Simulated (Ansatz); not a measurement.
# NSF3 (thiazyl trifluoride): B2PLYP/def2-SVPD

What is the energy change on altering one bond length of NSF3 (thiazyl trifluoride) at B2PLYP/def2-SVPD? 

The calculation is run with Ansatz 0.2.0.

50 further runs of the same task are left out: 8 that didn't finish, 42 set aside as unsound or not needed.

## 1. Starting point

The species is NSF3 (5 atoms), meant as a singlet with charge 0. SMILES: `N#S(F)(F)F`. The coordinates come from a PBE0-D4/def2-TZVP relaxation.

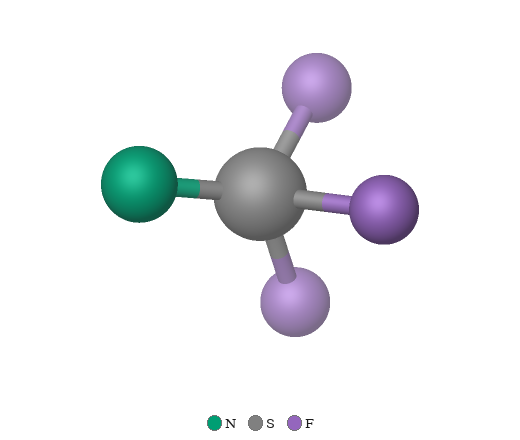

The structure, seen from a chosen angle (nitrogen teal, sulfur grey, fluorine purple).

## 2. A single-point energy at B2PLYP/def2-SVPD

run.yaml reads:

```yaml
crystal:
  periodic: [false, false, false]
  atoms:
    - symbol: N
      position_ang: [-0.349630, -0.004150, 1.591380]
    - symbol: S
      position_ang: [-0.047340, -0.000560, 0.215490]
    - symbol: F
      position_ang: [1.023370, -0.939300, -0.408980]
    - symbol: F
      position_ang: [-1.108620, -0.317610, -0.875740]
    - symbol: F
      position_ang: [0.482210, 1.261610, -0.522150]
basis:
  gaussian:
    orbitals: def2-SVPD
hamiltonian:
  xc: {name: B2PLYP}
correlation:
  frozen_orbitals: {F: 1, "N": 1, S: 5}
accuracy: high
output: {orbitals: {seedname: orbitals}}
```

On the command line:

```
$ ansatz run run.yaml --threads 1 --pin off --max-ram 3480MiB --events-out events.jsonl --progress --plain --runs-dir runs
```

Standard output:

```text
Warning: RAYON_NUM_THREADS=1 ignored (pool sized by the plan → 1); use --threads N
Functional definition: B2PLYP
  name "B2PLYP"
  parameter a = 0.53
  parameter c = 0.27
  exchange = (1 - a)*b88_x + a*exact_x
  correlation = (1 - c)*lyp_c + c*(mp2_os + mp2_ss)
2313 factors; integrals over basis functions are off by at most 2.8e-9 eV
mean field evaluation 1: about -20433.5645 eV, gradient 6.6e1 eV
mean field evaluation 2: about -20434.0141 eV, gradient 6.7e1 eV
mean field evaluation 4: about -20441.7129 eV, gradient 1.6e1 eV
mean field evaluation 8: about -20442.2418 eV, gradient 6.0e-1 eV
mean field evaluation 16: about -20442.2429 eV, gradient 1.6e-4 eV
mean field -20442.24292368 eV, -751.2385711954 hartree, gradient 6.7e-8 eV, S^2 0.000000; 0 other end points of the search recorded, 0 dependent functions left out
9 core orbitals not correlated: weight in the atoms' cores, before any rotation towards them, 1.000 or more for the frozen orbitals, at most 0.000 for the correlated occupied ones
reference -20442.24294685 eV, -751.2385720467 hartree; 16, 16 occupied and 91, 91 virtual orbitals, 2313 factors
second order -31.12644306 eV of doubles, -0.00000000 eV of singles
Total energy: -20450.64708647 eV, -751.5474184815 hartree
```

Wall time 17 s (1 thread of Arm Neoverse V2, shared host); peak memory 0.42 GiB.

## 3. The distorted shape

run.yaml reads:

```yaml
crystal:
  periodic: [false, false, false]
  atoms:
    - {symbol: N, position_ang: [-0.985088, -1.518749, 2.476545]}
    - {symbol: S, position_ang: [-0.682798, -1.515159, 1.100655]}
    - {symbol: F, position_ang: [0.387912, -2.453899, 0.476185]}
    - {symbol: F, position_ang: [-1.744078, -1.832209, 0.009425]}
    - {symbol: F, position_ang: [0.482210, 1.261610, -0.522150]}
basis:
  gaussian:
    orbitals: def2-SVPD
hamiltonian:
  xc: {name: B2PLYP}
correlation:
  frozen_orbitals: {F: 1, "N": 1, S: 5}
accuracy: high
output:
  orbitals: {seedname: orbitals}
```

On the command line:

```
$ ansatz run run.yaml --threads 1 --pin off --max-ram 3480MiB --events-out events.jsonl --progress --plain --runs-dir runs
```

Standard output (excerpt; [...] marks lines left out):

```text
Warning: RAYON_NUM_THREADS=1 ignored (pool sized by the plan → 1); use --threads N
[... 2 set-up lines as earlier in the session ...]
[...]
2287 factors; integrals over basis functions are off by at most 3.0e-9 eV
[...]
mean field -20436.95761472 eV, -751.0443396736 hartree, gradient 2.1e-8 eV, S^2 0.000000; 5 other end points of the search recorded, 0 dependent functions left out; unrestricted orbitals would lower it
9 core orbitals not correlated: weight in the atoms' cores, before any rotation towards them, 1.000 or more for the frozen orbitals, at most 0.000 for the correlated occupied ones
reference -20436.95764053 eV, -751.0443406221 hartree; 16, 16 occupied and 91, 91 virtual orbitals, 2287 factors
second order -37.22726926 eV of doubles, -0.00000000 eV of singles
Total energy: -20447.00900323 eV, -751.4137213883 hartree
```

Run time: 28 s. Hardware: 1 thread of Arm Neoverse V2, shared host; peak memory 0.48 GiB.

## 4. What came out

Level: B2PLYP/def2-SVPD, 9 core orbitals frozen.

| quantity | value |
| --- | --- |
| first shape: total energy | -751.54742 Eh |
| first shape: HOMO energy (SCF part's orbitals) | -11.16 eV |
| first shape: LUMO energy (SCF part's orbitals) | -0.16 eV |
| first shape: HOMO–LUMO gap (SCF part's orbitals) | 11.00 eV |
| distorted shape: total energy | -751.41372 Eh |
| distorted shape: HOMO energy (SCF part's orbitals) | -9.65 eV |
| distorted shape: LUMO energy (SCF part's orbitals) | -6.75 eV |
| distorted shape: HOMO–LUMO gap (SCF part's orbitals) | 2.89 eV |
| energy change with the S2–F5 bond stretched from 1.555 to 3.421 Å | 3.638 eV |

**Reading.** One bond (distorted shape) is far stretched, which a spin-restricted single reference describes badly; perturbation theory on it can break down and give far too much correlation. With the S2–F5 bond stretched from 1.555 to 3.421 Å the energy rises by 3.64 eV (351 kJ/mol). The first shape isn't relaxed at this level, so the change isn't measured from a minimum. A restricted reference can't describe the breaking bond well at this length. The restricted solution (distorted shape) is unstable to spin breaking: an unrestricted one lies lower.
